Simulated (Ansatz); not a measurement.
# FH3Si···H4Si2: what the fields show

```yaml
atoms:
  - { symbol: Si, position_ang: [-1.3062, -1.9464, 0.4362] }
  - { symbol: Si, position_ang: [-0.5914, 0.8450, -0.8806] }
  - { symbol: F, position_ang: [0.0105, -1.1475, -0.1496] }
  - { symbol: H, position_ang: [0.1625, 0.5342, -2.1621] }
  - { symbol: Si, position_ang: [1.3283, 1.8471, 0.0937] }
  - { symbol: H, position_ang: [-1.8500, -1.1509, 1.5532] }
  - { symbol: H, position_ang: [-2.2597, -2.1124, -0.6770] }
  - { symbol: H, position_ang: [-0.7532, -3.2399, 0.8934] }
  - { symbol: H, position_ang: [1.4732, 3.1879, -0.5517] }
  - { symbol: H, position_ang: [1.1837, 2.0834, 1.5592] }
  - { symbol: H, position_ang: [2.6022, 1.0996, -0.1148] }
```

The product side of a reaction path; geometry: PBE0-D4/def2-TZVP.

These are results of RKS PBE0-D4/def2-TZVPP in Ansatz, not measurements.

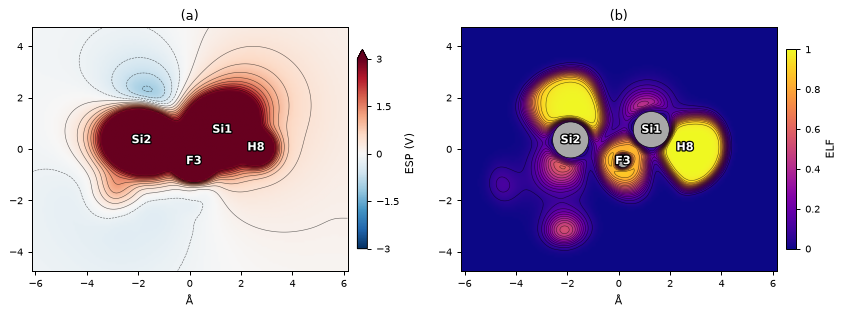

Figure 1. (a) electrostatic potential; (b) ELF on the plane of atoms F3, Si1 and H8. Grey discs cover the atomic cores in the ELF map.

What do the fields say about this system?

Answer. Atoms in the plane: Si, F and H.
Si2···F3 (2.21 Å): the ELF is about 0.20 at the midpoint.
Si–F (1.65 Å): the ELF peaks at about 0.85 in the valence shell of F, 0.6 Å from its nucleus, and is about 0.55 at the midpoint.
Si–H (1.48 Å): the ELF climbs to about 1 towards the hydrogen, as it does in any bond to H.
The ELF also peaks beside F3 and Si2, away from the bonds: lone-pair regions.
Outside the dense part of the complex the potential is most negative (−1.0 V) near Si2.

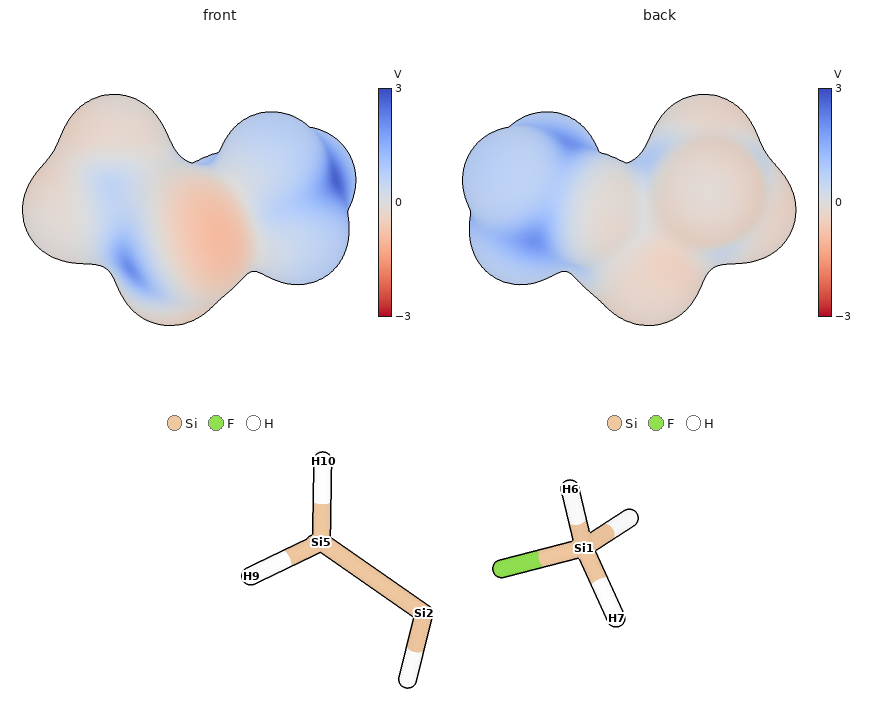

Figure 2. The electrostatic potential painted on the density surface at 0.002 e/bohr³, seen from the front and from behind; red is negative and blue positive. The bare structure is drawn below in the same view.

Describe the electrostatic potential map.

Answer. The most negative region (about −0.9 V, or −21 kcal/mol for a unit charge) lies over Si2, the most positive (about +2.4 V, or +55 kcal/mol for a unit charge) over Si1.

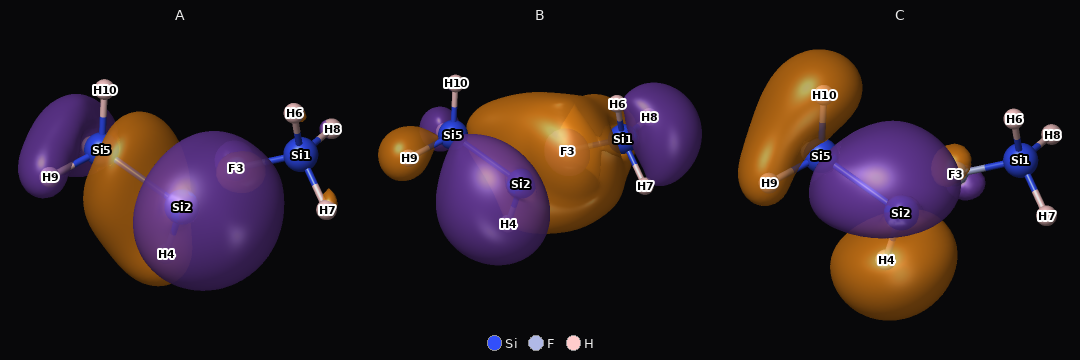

Figure 3. Three frontier orbitals at ±0.06 Å⁻³ᐟ² (orange and purple are the two phases), in no order.

Which picture is the HOMO−1, the HOMO and the LUMO?

Answer. C is the HOMO−1 (−7.95 eV). By Hirshfeld shares it lies mainly on Si2 (about 40 %), Si5 (about 25 %), H4 (about 20 %) and H10 (about 10 %). A is the HOMO (−6.15 eV). By Hirshfeld shares it lies mainly on Si2 (about 65 %) and Si5 (about 20 %). B is the LUMO (−2.14 eV). Its weight (Hirshfeld) is mainly on Si2 (about 55 %), Si1 (about 15 %), Si5 (about 10 %) and F3 (about 10 %).

What is the HOMO–LUMO gap?

Answer. 4.01 eV between the orbital energies.
